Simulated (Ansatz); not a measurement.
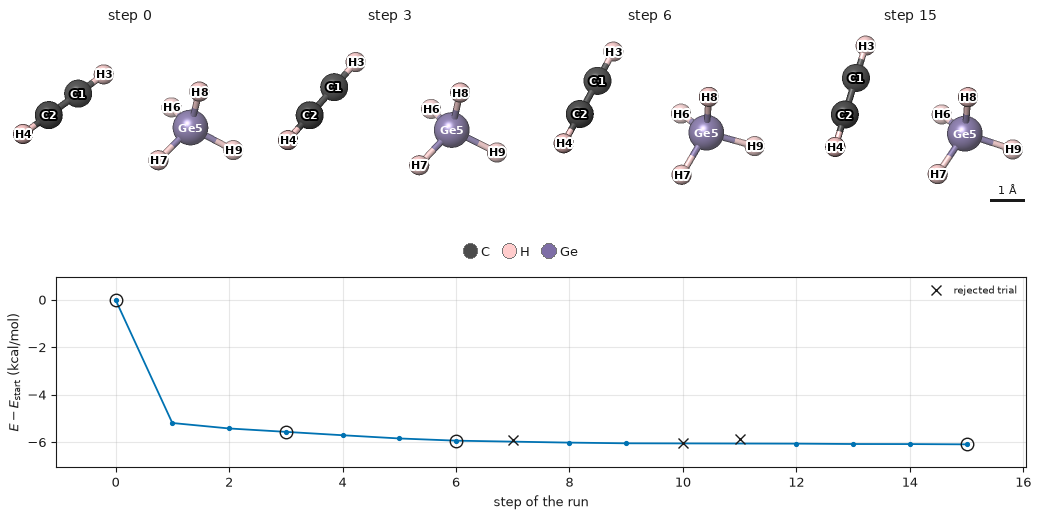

Frames of a relaxation of C₂H₆Ge (coarse preliminary run), marked on the history of the run. A ball-and-stick model, seen at a tilt.

The calculation used RKS PBE-D4/def2-SVP in Ansatz 0.2.0. Set-up: force threshold 0.03 eV/Å; at most 250 steps.

**What happens along the run?**

The atom that moves furthest after the best rigid fit is H4 (1.06 Å). By element the largest moves are H 1.06 Å, C 0.50 Å, Ge 0.27 Å. Among the contacts that change: Ge5–H6 1.485 → 1.547 Å, Ge5–H8 1.486 → 1.547 Å, C1–H3 1.051 → 1.082 Å, C1–C2 1.194 → 1.220 Å. After 12 accepted moves (15 points after the start) the energy has fallen by 6.09 kcal/mol. The largest force component goes from 1.1 to 0.02 eV/Å. The line search rejected the trial steps at points 7, 10, 11 of the run. The forces were under the threshold at step 4, but the run went on from there. From step 0 to 3: H3 moves most (0.44 Å), energy −5.56 kcal/mol. From step 3 to 6: H4 moves most (0.49 Å), energy −0.37 kcal/mol. From step 6 to 15: H4 moves most (0.37 Å), energy −0.16 kcal/mol.

```json
{"step": "0", "E − E(0), kcal/mol": "0.00", "largest force component, eV/Å": "1.1358", "note": ""}
{"step": "1", "E − E(0), kcal/mol": "-5.19", "largest force component, eV/Å": "0.3943", "note": ""}
{"step": "2", "E − E(0), kcal/mol": "-5.42", "largest force component, eV/Å": "0.4608", "note": ""}
{"step": "3", "E − E(0), kcal/mol": "-5.56", "largest force component, eV/Å": "0.1142", "note": ""}
{"step": "4", "E − E(0), kcal/mol": "-5.70", "largest force component, eV/Å": "0.0147", "note": ""}
{"step": "5", "E − E(0), kcal/mol": "-5.84", "largest force component, eV/Å": "0.2595", "note": ""}
{"step": "6", "E − E(0), kcal/mol": "-5.93", "largest force component, eV/Å": "0.3239", "note": ""}
{"step": "7", "E − E(0), kcal/mol": "-5.89", "largest force component, eV/Å": "0.5541", "note": "rejected"}
{"step": "8", "E − E(0), kcal/mol": "-6.02", "largest force component, eV/Å": "0.0419", "note": ""}
{"step": "9", "E − E(0), kcal/mol": "-6.04", "largest force component, eV/Å": "0.0749", "note": ""}
{"step": "10", "E − E(0), kcal/mol": "-6.04", "largest force component, eV/Å": "0.2006", "note": "rejected"}
{"step": "11", "E − E(0), kcal/mol": "-5.86", "largest force component, eV/Å": "0.4511", "note": "rejected"}
{"step": "12", "E − E(0), kcal/mol": "-6.06", "largest force component, eV/Å": "0.0177", "note": ""}
{"step": "13", "E − E(0), kcal/mol": "-6.07", "largest force component, eV/Å": "0.0435", "note": ""}
{"step": "14", "E − E(0), kcal/mol": "-6.08", "largest force component, eV/Å": "0.1404", "note": ""}
{"step": "15", "E − E(0), kcal/mol": "-6.09", "largest force component, eV/Å": "0.0197", "note": ""}
```

Limits of the set-up: the start holds two separate molecules, 2.8 Å apart at their closest, whose relative position is a soft coordinate.
